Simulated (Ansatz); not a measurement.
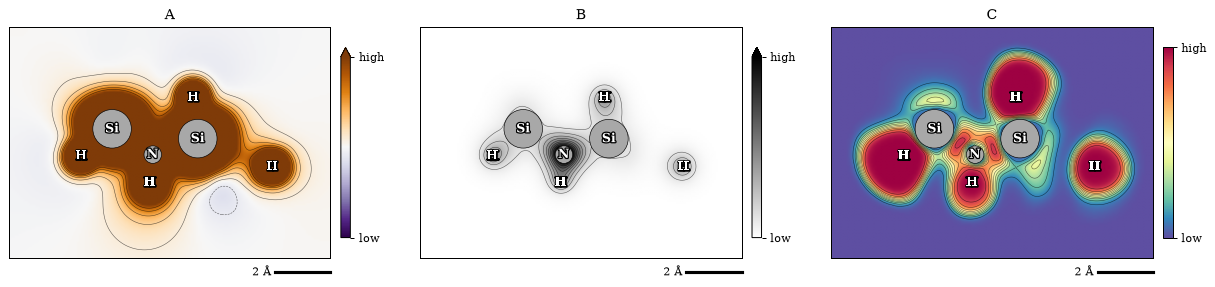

C₂H₁₂N₂Si₂ (SMILES CN[SiH2]N[SiH2]C): 3 fields on the plane of atoms Si6, N4 and H13, with unlabelled colour scales. Grey discs cover the atomic cores.

Geometry: PBE0-D3(BJ)/def2-SVP.

Level of theory: Ansatz 0.2.0, isolated molecule in a Gaussian basis; Kohn-Sham density functional theory, functional PBE0.

> The panels show electron density, electron localisation function and electrostatic potential in some order. Assign them.

Panel A: electrostatic potential (strongly positive close to the atoms and fading to about zero outside). Panel B: electron density. Panel C: electron localisation function. From the grid: Si–N (1.73 Å): ρ at the midpoint is about 1.1 e/Å³; the ELF peaks at about 0.90 between the atoms: a shared but strongly polarised pair. N–H (1.02 Å): the density is about 2.7 e/Å³ at the midpoint; the ELF climbs to about 1 towards the hydrogen, as it does in any bond to H (a covalent bond by its length).
